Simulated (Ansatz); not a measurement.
# AlH2SF (SMILES [F][AlH][SH]) at CCSDT/STO-3G

Aim: the vertical singlet–triplet gap of AlH2SF at CCSDT/STO-3G, from 2 runs. 

The calculation is run with Ansatz 0.2.0.

65 further runs of the same task are left out: 1 that didn't finish, 64 set aside as unsound or not needed.

**1. The system as given**

The species is AlH2SF (5 atoms), meant as a singlet with charge 0. As SMILES, `[F][AlH][SH]`. The shape is that of a PBE0-D4/def2-TZVP optimisation. This is one conformer, not always the lowest.

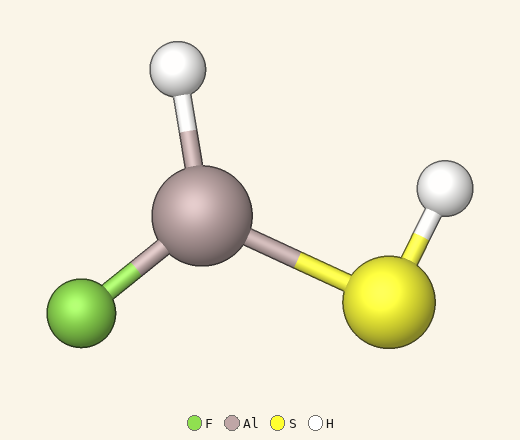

The structure, seen from a chosen angle (fluorine green, aluminium light grey, sulfur yellow, hydrogen white).

**2. A single-point energy at CCSDT/STO-3G**

The input, molecule.yaml:

```yaml
crystal:
  periodic: [false, false, false]
  atoms:
    - {symbol: F, position_ang: [-1.203500, -1.535800, 0.877500]}
    - {symbol: Al, position_ang: [-0.513900, -0.309100, 0.024800]}
    - {symbol: S, position_ang: [1.536100, 0.182600, 0.533500]}
    - {symbol: H, position_ang: [-1.341100, 0.430400, -1.085200]}
    - {symbol: H, position_ang: [1.572300, 1.158200, -0.392100]}
basis:
  gaussian:
    orbitals: STO-3G
correlation:
  method: ccsdt
  frozen_orbitals: {Al: 5, F: 1, H: 0, S: 5}
accuracy: high
scf:
  omitted_lower_state_checks: [cluster_reference, increment]
```

The run is started by

```console
$ ansatz run molecule.yaml --threads 1 --pin off --max-ram 2610MiB --events-out events.jsonl --progress --plain --runs-dir runs
```

The log of the run, shortened:

```text
Warning: RAYON_NUM_THREADS=1 ignored (pool sized by the plan → 1); use --threads N
Functional definition: HF
  name "HF"
[...]
454 factors; integrals over basis functions are off by at most 2.9e-8 eV
[...]
mean field -19903.98079865 eV, -731.4578029478 hartree, gradient 3.8e-8 eV, S^2 0.000000; 0 other end points of the search recorded, 0 dependent functions left out
11 core orbitals not correlated: weight in the atoms' cores, before any rotation towards them, 0.999 or more for the frozen orbitals, at most 0.000 for the correlated occupied ones
reference -19903.98079865 eV, -731.4578029478 hartree; 9, 9 occupied and 5, 5 virtual orbitals, 454 factors
second order -1.83900857 eV of doubles, -0.00000000 eV of singles
cycle   1  -2.14799780 eV  change   -3.1e-1 eV  update   8.8e-2
[...]
cycle  26  -2.53369597 eV  change  -3.8e-11 eV  update  6.8e-10
Total energy: -19906.51449463 eV, -731.5509145574 hartree
Checks for a lower state left out: cluster_reference, increment
```

Wall time 0.22 s (1 thread of AMD EPYC 9R45 (Zen 5), shared host).

**3. The triplet, same level**

The input, input.yaml:

```yaml
crystal:
  periodic: [false, false, false]
  atoms:
    - {symbol: F, position_ang: [-1.203500, -1.535800, 0.877500]}
    - {symbol: Al, position_ang: [-0.513900, -0.309100, 0.024800]}
    - {symbol: S, position_ang: [1.536100, 0.182600, 0.533500]}
    - {symbol: H, position_ang: [-1.341100, 0.430400, -1.085200]}
    - {symbol: H, position_ang: [1.572300, 1.158200, -0.392100]}
basis:
  gaussian:
    orbitals: STO-3G
magnetization:
  spin_polarized: true
  initial_magnetization: 2
correlation:
  method: ccsdt
  frozen_orbitals: {Al: 5, F: 1, H: 0, S: 5}
accuracy: high
scf:
  omitted_lower_state_checks: [cluster_reference, increment]
```

The run is started by

```console
$ ansatz run input.yaml --threads 1 --pin off --max-ram 2610MiB --events-out events.jsonl --progress --plain --runs-dir runs
```

The log of the run:

```text
Warning: RAYON_NUM_THREADS=1 ignored (pool sized by the plan → 1); use --threads N
[... 16 lines left out ...]
11 core orbitals not correlated: weight in the atoms' cores, before any rotation towards them, 0.999 or more for the frozen orbitals, at most 0.000 for the correlated occupied ones
[... 87 lines left out ...]
Total energy: -19898.85118567 eV, -731.2692931476 hartree
Checks for a lower state left out: cluster_reference, increment
```

Run time: 1.5 s. Hardware: 1 thread of AMD EPYC 9R45 (Zen 5), shared host.

**4. Summary of results**

Level: CCSDT/STO-3G, 11 core orbitals frozen.

```
                                             quantity          value
                                singlet: total energy  -731.55091 Eh
singlet: correlation energy (11 core orbitals frozen)      -93.1 mEh
                               singlet: T1 diagnostic          0.015
                                triplet: total energy  -731.26929 Eh
triplet: correlation energy (11 core orbitals frozen)      -81.6 mEh
           triplet: ⟨S²⟩ of the reference determinant          2.034
                               triplet: T1 diagnostic          0.030
     vertical energy of the triplet above the singlet       7.663 eV
```

What this shows: At this shape the triplet lies 7.66 eV (177 kcal/mol) above the singlet. In a minimal basis such a difference can be off by several eV, whatever the method.
